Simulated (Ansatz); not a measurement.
## Electronic structure of H4Se3Si in real space

```xyz
8

Se   -1.5261    1.1010   -1.2130
Se    2.0116    0.0802   -1.0265
Se   -0.6204   -2.1432    0.2856
Si    0.0187    0.0326    0.0750
H    -0.9592    2.4322   -0.9296
H     0.1360    0.6830    1.4123
H     2.7584   -0.4300    0.1379
H    -1.7268   -1.8128    1.2024
```

Geometry: PBE0-D4/def2-SVP.

Theory: isolated molecule in a Gaussian basis; Kohn-Sham density functional theory, functional PBE0 (Ansatz).

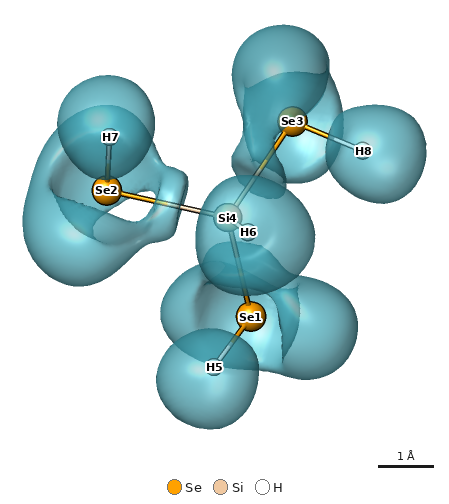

Figure 1. Isosurface of the ELF at 0.75 (cyan), seen at a tilt. Core shells and regions of very low density are left out.

### Describe the localisation domains.

At this value the surface marks out four regions around hydrogen nuclei and three regions on Se in which the atom's valence shell and bonds are merged. Along the contacts the grid gives the following. Si–Se (2.28 Å): the ELF peaks at about 0.90 between the atoms, as expected for a shared electron pair. Se–H (1.47 Å): the ELF climbs to about 1 towards the hydrogen, as it does in any bond to H.

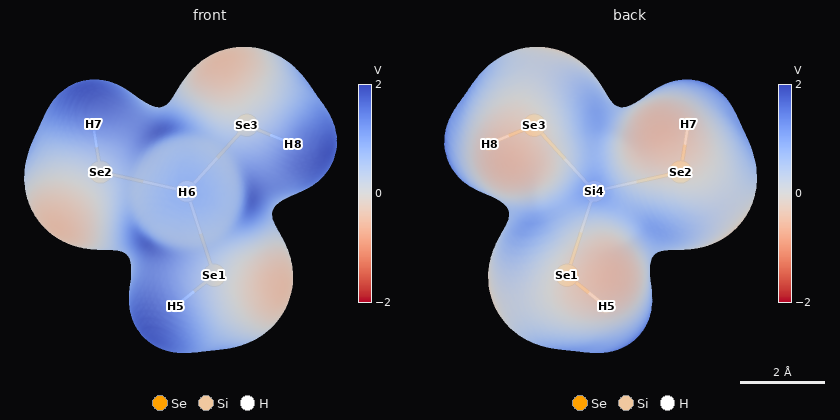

Figure 2. The molecular electrostatic potential painted on the density surface at 0.004 e/bohr³, seen from the front and from behind; the colour scale runs from red (negative) to blue (positive).

### Which sites attract a positive test charge, and which a negative one?

A positive charge is drawn to the negative regions and a negative charge to the positive ones. The most negative region (about −0.5 V) lies over Se1, Se2 and Se3, the most positive (about +1.9 V) over H5, H7 and H8.

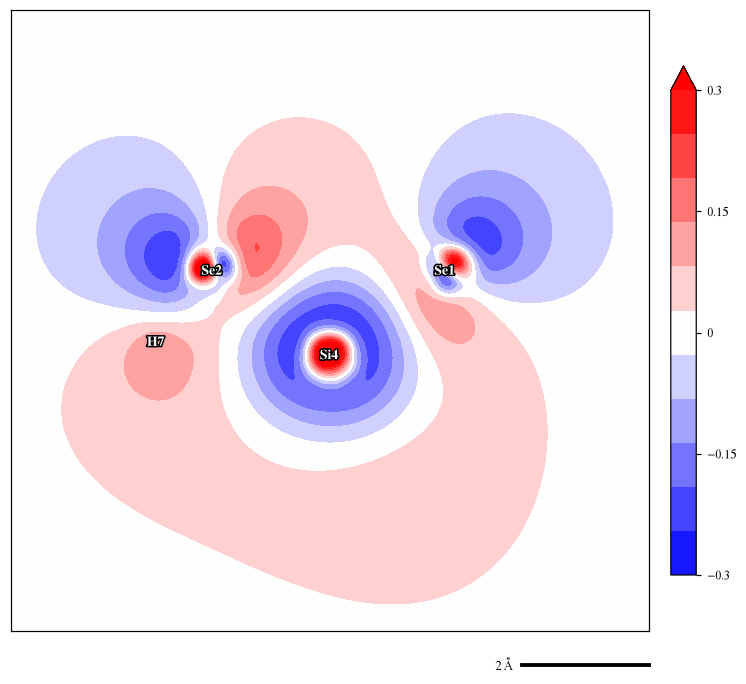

Figure 3. The LUMO on the plane of atoms Se1, Si4 and Se2 (values in Å⁻³ᐟ²; the overall sign is arbitrary).

### Describe this orbital and give its energy.

It lies mainly on Si4 (about 20 %), Se1 (about 20 %), Se2 (about 20 %), Se3 (about 20 %) and H6 (about 10 %). Its energy is −0.78 eV.

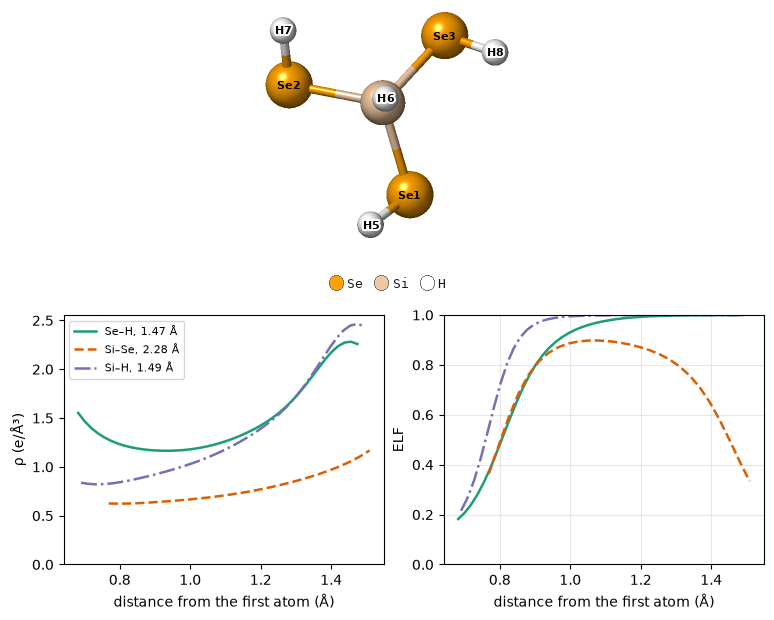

Figure 4. Electron density and ELF along straight lines between neighbouring atoms. The curves leave out the atomic cores. The structure is drawn too.

### Compare the contacts.

Se–H (1.47 Å): ρ is about 1.3 e/Å³ halfway; the ELF climbs to about 1 towards the hydrogen.
Si–Se (2.28 Å): ρ is about 0.73 e/Å³ halfway, with its minimum of 0.62 e/Å³ about 0.8 Å from Si; the ELF peaks at about 0.90 between the atoms: a covalent bond.
Si–H (1.49 Å): ρ is about 0.82 e/Å³ halfway; the ELF climbs to about 1 towards the hydrogen.
